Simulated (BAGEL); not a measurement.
**GaHSF2 (SMILES [F][Ga]([F])[SH]) at HF/3-21G (density fitting with qzvpp-jkfit)**

Aim: the energy change on altering one bond length of GaHSF2 at HF/3-21G (density fitting with qzvpp-jkfit), from 2 runs. 

The results are computed with BAGEL 1.2.2.

1 further run of the same task is left out (it didn't finish). Runs told in other sessions of the task aren't counted.

### 1 The structure to begin with

GaHSF2: 5 atoms, total charge 0, spin state singlet. As SMILES, `[F][Ga]([F])[SH]`. The coordinates come from a PBE0-D4/def2-TZVP relaxation.

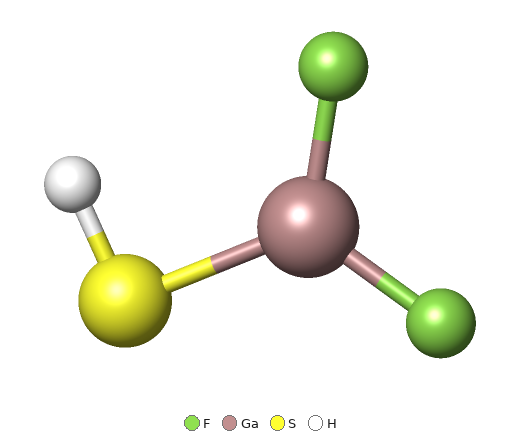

Viewed from a chosen angle; fluorine green, gallium pink, sulfur yellow, hydrogen white.

### 2 The energy at HF/3-21G (density fitting with qzvpp-jkfit)

Input file input.json:

```json
{ "bagel" : [

{
  "title" : "molecule",
  "basis" : "3-21g",
  "df_basis" : "qzvpp-jkfit",
  "angstrom" : "true",
  "geometry" : [
    { "atom" : "F", "xyz" : [   -0.326400,   -1.486100,    1.658600 ] },
    { "atom" : "Ga", "xyz" : [    0.142700,   -0.389000,    0.397700 ] },
    { "atom" : "F", "xyz" : [    1.855700,   -0.271200,    0.121400 ] },
    { "atom" : "S", "xyz" : [   -1.298500,    0.749200,   -0.745600 ] },
    { "atom" : "H", "xyz" : [   -0.323600,    1.323500,   -1.473600 ] }
  ]
},
{
  "title" : "hf"
},
{
  "title" : "print",
  "file" : "orbitals.molden",
  "orbitals" : "true"
}

]}
```

Started as:

```
$ BAGEL_NUM_THREADS=1 BAGEL input.json > input.out
```

What it wrote:

```text
* using 1 threads per process

  ===============================================================
  ===============================================================

  *** Geometry ***

  { "atom" : "F", "xyz" : [     -0.616807,     -2.808322,      3.134300 ] },
  { "atom" : "Ga", "xyz" : [      0.269664,     -0.735103,      0.751544 ] },
  { "atom" : "F", "xyz" : [      3.506765,     -0.512494,      0.229413 ] },
  { "atom" : "S", "xyz" : [     -2.453809,      1.415783,     -1.408980 ] },
  { "atom" : "H", "xyz" : [     -0.611515,      2.501053,     -2.784700 ] },

  Number of auxiliary basis functions:      566

  Since a DF basis is specified, we compute 2- and 3-index integrals:
    o Being stored without compression. Storage requirement is 0.014 GB

  Number of basis functions:       55
  Number of electrons      :       66

    * METHOD: MOLECULE                             0.21

  *** RHF ***

  === Nuclear Repulsion ===
   365.6878300203

      * DIIS with orbital gradients will be used.

  === RHF iteration (3-21g) ===
      0      -2507.73044580          0.02814719           0.06
      1      -2507.87507585          0.01760889           0.06
      2      -2507.93970623          0.00102102           0.06
      3      -2507.94054495          0.00029071           0.06
      4      -2507.94062057          0.00010807           0.06
      5      -2507.94063215          0.00002698           0.06
      6      -2507.94063291          0.00000597           0.06
      7      -2507.94063293          0.00000244           0.06
      8      -2507.94063294          0.00000069           0.06
      9      -2507.94063294          0.00000021           0.06
     10      -2507.94063294          0.00000008           0.06
     11      -2507.94063294          0.00000002           0.06
     12      -2507.94063294          0.00000001           0.06
     13      -2507.94063294          0.00000000           0.06
    * SCF iteration converged.

    * Permanent dipole moment:
           (   -0.095716,    -0.436313,     0.497013) a.u.

    * METHOD: HF                                   0.93

    * METHOD: PRINT                                0.01

  ===============================================================
```

Wall time 1.3 s (1 thread of Arm Neoverse V2, shared host).

### 3 The distorted shape

Input file input.json:

```json
{ "bagel": [

{
  "title": "molecule",
  "basis": "3-21g",
  "df_basis": "qzvpp-jkfit",
  "angstrom": true,
  "geometry": [
    { "atom": "F", "xyz": [      -0.583346,      -1.503770,       1.700044 ] },
    { "atom": "Ga", "xyz": [      -0.114246,      -0.406670,       0.439144 ] },
    { "atom": "F", "xyz": [       1.855700,      -0.271200,       0.121400 ] },
    { "atom": "S", "xyz": [      -1.555446,       0.731530,      -0.704156 ] },
    { "atom": "H", "xyz": [      -0.580546,       1.305830,      -1.432156 ] }
  ]
},

{ "title": "hf" },

{ "title": "print", "file": "orbitals.molden", "orbitals": true }

]}
```

Started as:

```
$ BAGEL_NUM_THREADS=1 BAGEL input.json > input.out
```

What it wrote:

```text
* using 1 threads per process

  ===============================================================
  ===============================================================

  *** Geometry ***

  { "atom" : "F", "xyz" : [     -1.102364,     -2.841713,      3.212618 ] },
  { "atom" : "Ga", "xyz" : [     -0.215894,     -0.768495,      0.829862 ] },
  { "atom" : "F", "xyz" : [      3.506765,     -0.512494,      0.229413 ] },
  { "atom" : "S", "xyz" : [     -2.939367,      1.382391,     -1.330662 ] },
  { "atom" : "H", "xyz" : [     -1.097073,      2.467661,     -2.706383 ] },

  Number of auxiliary basis functions:      566

  Since a DF basis is specified, we compute 2- and 3-index integrals:
    o Being stored without compression. Storage requirement is 0.014 GB

  Number of basis functions:       55
  Number of electrons      :       66

    * METHOD: MOLECULE                             0.21

  *** RHF ***

  === Nuclear Repulsion ===
   352.1478323080

      * DIIS with orbital gradients will be used.

  === RHF iteration (3-21g) ===
      0      -2507.66384136          0.02913144           0.06
      1      -2507.81521970          0.01953297           0.06
      2      -2507.89774422          0.00136208           0.06
      3      -2507.89913861          0.00057793           0.06
      4      -2507.89932731          0.00023059           0.06
      5      -2507.89937168          0.00006196           0.06
      6      -2507.89937566          0.00001896           0.06
      7      -2507.89937592          0.00000428           0.06
      8      -2507.89937594          0.00000177           0.06
      9      -2507.89937594          0.00000088           0.06
     10      -2507.89937594          0.00000017           0.06
     11      -2507.89937594          0.00000008           0.06
     12      -2507.89937594          0.00000003           0.06
     13      -2507.89937594          0.00000001           0.06
     14      -2507.89937594          0.00000000           0.06
    * SCF iteration converged.

    * Permanent dipole moment:
           (    0.271662,    -0.453923,     0.485455) a.u.

    * METHOD: HF                                   0.98

    * METHOD: PRINT                                0.01

  ===============================================================
```

Wall time 1.3 s (1 thread of Arm Neoverse V2, shared host).

### 4 Results

At HF/3-21G (density fitting with qzvpp-jkfit):

| quantity | value |
| --- | --- |
| first shape: total energy | -2507.94063 Eh |
| first shape: dipole moment | 1.70 D |
| first shape: HOMO energy | -11.61 eV |
| first shape: LUMO energy | 1.63 eV |
| first shape: HOMO–LUMO gap | 13.25 eV |
| distorted shape: total energy | -2507.89938 Eh |
| distorted shape: dipole moment | 1.82 D |
| distorted shape: HOMO energy | -11.83 eV |
| distorted shape: LUMO energy | 1.13 eV |
| distorted shape: HOMO–LUMO gap | 12.96 eV |
| energy change with the Ga2–F3 bond stretched from 1.739 to 2.000 Å | 1.123 eV |

With the Ga2–F3 bond stretched from 1.739 to 2.000 Å the energy rises by 1.12 eV (26 kcal/mol). The first shape isn't relaxed at this level, so the change isn't measured from a minimum.
